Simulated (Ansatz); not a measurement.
# Si3H8O2: one species, many methods

Aim: compute Si3H8O2 with functionals from several rungs and with coupled cluster. The yardstick is the atomisation energy at the CCSD(T) limit.

Computed with Ansatz 0.2.0, Gaussian basis. Level: functionals in def2-TZVPP, the program's frozen cores in correlated methods.

Plan: LDA (SPW92), PBE-D4, revPBE-D4, BLYP-D4, r2SCAN-D4, B97M-V, PBE0-D4, B3LYP-D4, r2SCANh-D4, r2SCAN0-D4, HSE06-D4, BHLYP-D4, CAM-B3LYP-D4, LC-ωPBE, ωB97X-V, ωB97M-V, B2PLYP, PBE-QIDH; CCSD(T)/def2-SVP; CCSD(T)/def2-TZVPP; MP2/def2-QZVPP; extrapolation to the limit; RPA on PBE.

## (1) Structure used throughout

An earlier PBE0-D4 in a triple-zeta def2 set relaxation fixed the geometry.

SMILES `O[SiH2][SiH2]O[SiH3]`, 13 atoms, charge 0, spin multiplicity 1.

Atoms are counted from 1 here; the program's logs count them from 0.

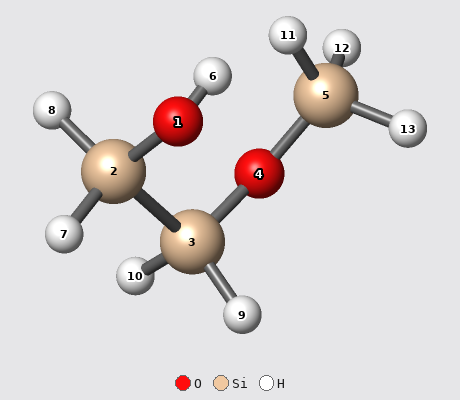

The geometry (oxygen red, silicon light orange, hydrogen white); atoms are numbered from 1 in the order of the file.

As a file:

```
O    -2.11549    0.67899    0.53503
Si   -1.15753   -0.20317    1.55672
Si    1.12047    0.06219    1.02109
O     1.35332   -0.25687   -0.58055
Si    0.73067   -0.04011   -2.07098
H    -2.09380    0.44065   -0.39388
H    -1.43701    0.30511    2.92405
H    -1.51154   -1.65307    1.50899
H     1.57751    1.45133    1.30733
H     1.97651   -0.87504    1.79730
H    -0.74738   -0.25582   -2.03945
H     1.33627   -1.02785   -2.99398
H     0.98849    1.33895   -2.55667
```

## (2) LDA

This LDA is Slater exchange with PW92 correlation.

in.yaml

```yaml
crystal:
  periodic: [false, false, false]
  atoms:
    - {symbol: O, position_ang: [-2.115489, 0.678987, 0.535029]}
    - {symbol: Si, position_ang: [-1.157528, -0.203166, 1.556716]}
    - {symbol: Si, position_ang: [1.120473, 0.062192, 1.021089]}
    - {symbol: O, position_ang: [1.353321, -0.256872, -0.580546]}
    - {symbol: Si, position_ang: [0.730666, -0.040108, -2.070976]}
    - {symbol: H, position_ang: [-2.093801, 0.440654, -0.393877]}
    - {symbol: H, position_ang: [-1.437005, 0.305113, 2.924048]}
    - {symbol: H, position_ang: [-1.511537, -1.653066, 1.508991]}
    - {symbol: H, position_ang: [1.577508, 1.451333, 1.307328]}
    - {symbol: H, position_ang: [1.976507, -0.875043, 1.797301]}
    - {symbol: H, position_ang: [-0.747375, -0.255819, -2.039454]}
    - {symbol: H, position_ang: [1.336272, -1.027855, -2.993977]}
    - {symbol: H, position_ang: [0.988486, 1.338952, -2.556673]}
basis:
  gaussian: {orbitals: def2-TZVPP}
hamiltonian: {xc: lda}
output: {orbitals: {seedname: orbitals}}
```

Further steps of the session: PBE-D4 (GGA); revPBE-D4 (GGA); BLYP-D4 (GGA); r2SCAN-D4 (meta-GGA); B97M-V (meta-GGA); PBE0-D4 (hybrid); B3LYP-D4 (hybrid); r2SCANh-D4 (hybrid); r2SCAN0-D4 (hybrid); HSE06-D4 (hybrid); BHLYP-D4 (hybrid); CAM-B3LYP-D4 (range-separated); LC-ωPBE (range-separated); ωB97X-V (range-separated); ωB97M-V (range-separated); B2PLYP (double hybrid); PBE-QIDH (double hybrid); CCSD(T) in def2-SVP; CCSD(T) in def2-TZVPP; MP2 in def2-QZVPP; RPA on PBE orbitals.

**Question.** What will the summary of the whole plan be? Wanted: atomisation energy, CCSD(T)/CBS; farthest beyond LDA; mean size of error, GGA; mean size of error, meta-GGA; mean size of error, hybrid; mean size of error, range-separated; mean size of error, double hybrid; gap, smallest and largest; T1 diagnostic.

**Answer**, as computed:

```
                               quantity                                      value
        atomisation energy, CCSD(T)/CBS                              4378.9 kJ/mol
 functionals within 21.9 kJ/mol (0.5 %)     B97M-V, CAM-B3LYP-D4, ωB97X-V, ωB97M-V
                    farthest beyond LDA                  revPBE-D4 (-141.8 kJ/mol)
                mean size of error, GGA                                87.8 kJ/mol
           mean size of error, meta-GGA                                20.9 kJ/mol
             mean size of error, hybrid                                80.4 kJ/mol
    mean size of error, range-separated                                28.6 kJ/mol
      mean size of error, double hybrid                                88.7 kJ/mol
              gap, smallest and largest  4.35 eV (LDA (SPW92)), 11.41 eV (LC-ωPBE)
                          T1 diagnostic                                     0.0121
triples share of the correlation energy                                      3.3 %
```

LDA overbinds by 475.9 kJ/mol (11 %). PBE-D4 is off by -59.0 kJ/mol. Double hybrids carry the basis error of their MP2 part in triple zeta, and no dispersion term here, so their miss is partly the set-up's. By mean error the best rung here is meta-GGA (20.9 kJ/mol) and the worst beyond LDA is double hybrid (88.7 kJ/mol). The gap between the best rungs is small, so their order is not settled. Misses under about 21.9 kJ/mol are within the doubt on the reference itself, which lacks core-valence correlation, relativity and higher excitations. Hartree-Fock recovers 74 % of the binding; the rest is correlation. CCSD(T) in def2-SVP is off by -369.8 kJ/mol, which most functionals beat. Orbital gaps span 4.4 to 11.4 eV; exact exchange widens them.
